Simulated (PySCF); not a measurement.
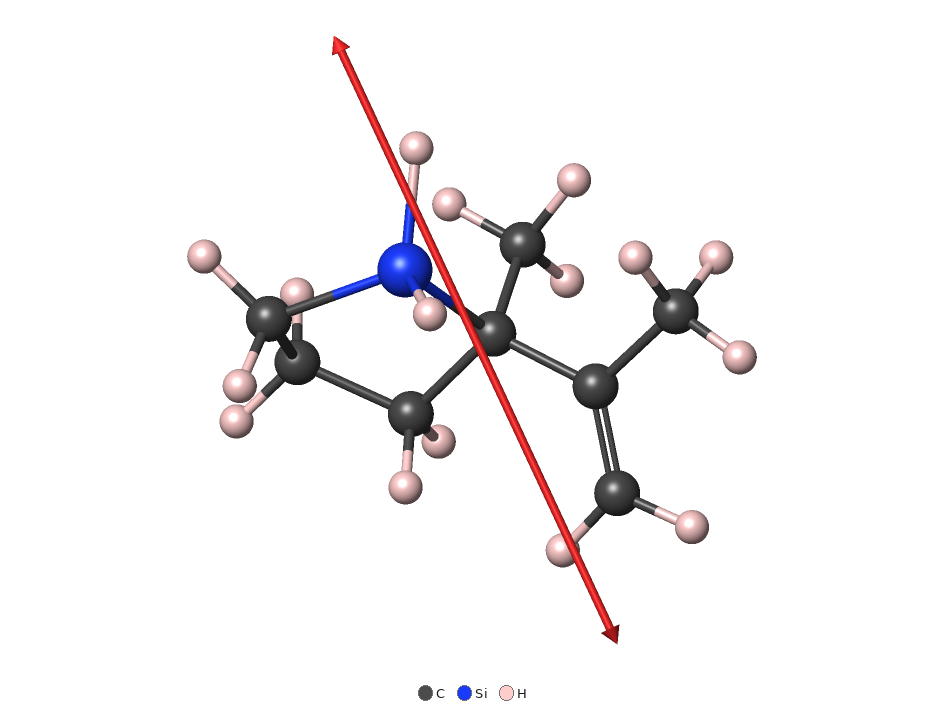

The double arrow shows the direction of the transition dipole to excited singlet state 1 (its length means nothing). The geometry was computed by an optimisation with PBE0-D3(BJ)/def2-SVP. No frequency run is at hand to confirm it as a minimum. Properties computed with TDDFT ωB97X-D/def2-SVPD, vertical, gas phase, core orbitals frozen in the response (PySCF 2.14.0).

Give its energy, strength and character.

6.70 eV (185 nm), oscillator strength 0.25, mainly HOMO → LUMO (weight 0.70); transition dipole 3.11 D.
